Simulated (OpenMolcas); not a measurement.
## Spin-orbit calculation, with input and output: BHF (part 4 of 4)

BHF, multiplicity 2, SMILES [BH]F; CASSCF/ANO-RCC-VDZ, DKH2 (OpenMolcas 26.06). The geometry comes from this level: GFN2-xTB.

Geometry of the input (Å):
```
B  -0.3472  0.1780  -0.1802
F  0.6182  0.8141  0.4299
H  -0.2710  -0.9921  -0.2497
```

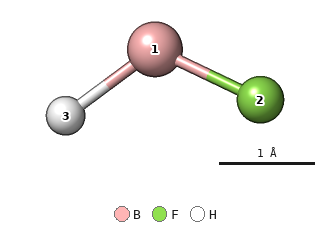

Figure 1. The structure as given in the input (ball-and-stick view, seen at a tilt; atoms are numbered from 1 in the order of the input).

**The program's output, continued**
```
      ****************************************************************************************************
      *                                    Special properties section                                    *
      ****************************************************************************************************

++ Dipole transition strengths (SO states):
   ----------------------------------------
        for osc. strength at least   1.00000000E-05

      From   To        Osc. strength     Einstein coefficients Ax, Ay, Az (sec-1)    Total A (sec-1)
     -----------------------------------------------------------------------------------------------
         1    3       2.73881822E-02  2.66229578E+06  7.66325573E+04  8.23907350E+06  1.09780018E+07
         1    4       3.41602830E-03  3.32083110E+05  9.56935765E+03  1.02759375E+06  1.36924622E+06
         1    9       1.18973932E-02  1.15222987E+07  3.31732767E+05  3.56579670E+07  4.75119985E+07
         1   11       9.32013016E-02  2.25819619E+08  9.80193379E+07  9.01945427E+07  4.14033500E+08
         2    3       3.41602830E-03  3.32083110E+05  9.56935765E+03  1.02759375E+06  1.36924622E+06
         2    4       2.73881822E-02  2.66229578E+06  7.66325573E+04  8.23907350E+06  1.09780018E+07
         2   10       1.18973932E-02  1.15222987E+07  3.31732767E+05  3.56579670E+07  4.75119985E+07
         2   12       9.32013016E-02  2.25819619E+08  9.80193379E+07  9.01945427E+07  4.14033500E+08
         3    9       1.37059789E-02  1.78485734E+07  1.37488576E+06  6.32351771E+06  2.55469769E+07
         3   10       1.70949037E-03  2.22620766E+06  1.71482403E+05  7.88679279E+05  3.18636934E+06
         3   11       1.52752643E-02  8.05512364E+06  2.31869196E+05  2.49272772E+07  3.32142700E+07
         3   12       1.90519068E-03  1.00446121E+06  2.89105508E+04  3.10924183E+06  4.14261360E+06
         4    9       1.70949037E-03  2.22620766E+06  1.71482403E+05  7.88679279E+05  3.18636934E+06
         4   10       1.37059789E-02  1.78485734E+07  1.37488576E+06  6.32351771E+06  2.55469769E+07
         4   11       1.90519068E-03  1.00446121E+06  2.89105508E+04  3.10924183E+06  4.14261360E+06
         4   12       1.52752643E-02  8.05512364E+06  2.31869196E+05  2.49272772E+07  3.32142700E+07
         9   11       2.15154062E-03  6.23580682E+03  1.79563889E+02  1.92977803E+04  2.57131511E+04
        10   12       2.15154062E-03  6.23580682E+03  1.79563889E+02  1.92977803E+04  2.57131511E+04
     -----------------------------------------------------------------------------------------------
--

++ Velocity transition strengths (SO states):
   ------------------------------------------
        for osc. strength at least   1.00000000E-05

      From   To        Osc. strength     Einstein coefficients Ax, Ay, Az (sec-1)    Total A (sec-1)
     -----------------------------------------------------------------------------------------------
         1    3       4.48180843E-02  4.35665435E+06  1.25409696E+05  1.34823634E+07  1.79644274E+07
         1    4       5.58991359E-03  5.43338544E+05  1.56371432E+04  1.68162871E+06  2.24060440E+06
         1    9       2.81388363E-03  2.72521999E+06  7.84825514E+04  8.43348465E+06  1.12371872E+07
         1   11       3.76198783E-02  9.11498268E+07  3.95649618E+07  3.64061594E+07  1.67120948E+08
         2    3       5.58991359E-03  5.43338544E+05  1.56371432E+04  1.68162871E+06  2.24060440E+06
         2    4       4.48180843E-02  4.35665435E+06  1.25409696E+05  1.34823634E+07  1.79644274E+07
         2   10       2.81388363E-03  2.72521999E+06  7.84825514E+04  8.43348465E+06  1.12371872E+07
         2   12       3.76198783E-02  9.11498268E+07  3.95649618E+07  3.64061594E+07  1.67120948E+08
         3    9       5.30064181E-03  5.38882282E+06  2.33905611E+06  2.15214311E+06  9.88002204E+06
         3   10       6.61157172E-04  6.71972611E+05  2.91714192E+05  2.68663479E+05  1.23235028E+06
         3   11       3.66110553E-03  1.93061125E+06  5.55767618E+04  5.97445641E+06  7.96064442E+06
         3   12       4.56620249E-04  2.40736502E+05  6.92633879E+03  7.45204316E+05  9.92867157E+05
         4    9       6.61157172E-04  6.71972611E+05  2.91714192E+05  2.68663479E+05  1.23235028E+06
         4   10       5.30064181E-03  5.38882282E+06  2.33905611E+06  2.15214311E+06  9.88002204E+06
         4   11       4.56620249E-04  2.40736502E+05  6.92633879E+03  7.45204316E+05  9.92867157E+05
         4   12       3.66110553E-03  1.93061125E+06  5.55767618E+04  5.97445641E+06  7.96064442E+06
         9   11       1.45123369E-01  4.20609452E+05  1.21072977E+04  1.30165864E+06  1.73437539E+06
        10   12       1.45123369E-01  4.20609452E+05  1.21072977E+04  1.30165864E+06  1.73437539E+06
     -----------------------------------------------------------------------------------------------
--

++ Length and velocity gauge comparison (SO states):

 --------------------------------------------------
 A comparison between the dipole oscillator strengths in
 length and velocity gauge will be performed

     All dipole oscillator differences above the tolerance of   1.00000000E-01  will be printed

 Due to basis set deficiency these oscillator may be problematic

 The tolerance is defined as ABS(1-O_l/O_v)
 O_l : dipole oscillator strength in length gauge
 O_p : dipole oscillator strength in velocity gauge
 --------------------------------------------------

  Problematic transitions have been found

      From   To       Difference (%) Osc. st. (len.) Osc. st. (vel.)
     ---------------------------------------------------------------
         1    3            38.890333  2.73881822E-02  4.48180843E-02
         1    4            38.889426  3.41602830E-03  5.58991359E-03
         1    9           322.810421  1.18973932E-02  2.81388363E-03
         1   11           147.744825  9.32013016E-02  3.76198783E-02
         2    3            38.889426  3.41602830E-03  5.58991359E-03
         2    4            38.890333  2.73881822E-02  4.48180843E-02
         2   10           322.810421  1.18973932E-02  2.81388363E-03
         2   12           147.744825  9.32013016E-02  3.76198783E-02
         3    9           158.572064  1.37059789E-02  5.30064181E-03
         3   10           158.560361  1.70949037E-03  6.61157172E-04
         3   11           317.230921  1.52752643E-02  3.66110553E-03
         3   12           317.237449  1.90519068E-03  4.56620249E-04
         4    9           158.560361  1.70949037E-03  6.61157172E-04
         4   10           158.572064  1.37059789E-02  5.30064181E-03
         4   11           317.237449  1.90519068E-03  4.56620249E-04
         4   12           317.230921  1.52752643E-02  3.66110553E-03
         9   11            98.517440  2.15154062E-03  1.45123369E-01
        10   12            98.517440  2.15154062E-03  1.45123369E-01
     ---------------------------------------------------------------

 Number of problematic transitions =                    18

--

 Electric-dipole - electric-octupole not included
--- Stop Module: rassi /rc=_RC_ALL_IS_WELL_ ---

.##################.
.# Happy landing! #.
.##################.

    Timing: Wall=3.47 User=2.79 System=0.66
```

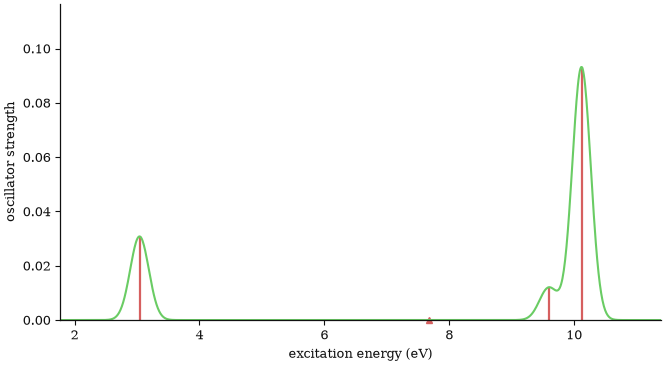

Figure 2. Computed excitations as sticks (degenerate states added up, dark ones marked on the axis), with a Gaussian envelope of 0.35 eV full width at half maximum, scaled to the tallest. Of the 4 states the lowest lies at 3.04 eV (f = 0.031); the strongest line is at 10.12 eV, or 123 nm (f = 0.093).

**Results in brief**

- outcome: converged
- total energy: −124.760277 hartree
- basis functions: 20
- lowest singlet excitation: 3.04 eV
- wall time: 3.9 s
- peak memory: 0.37 GiB
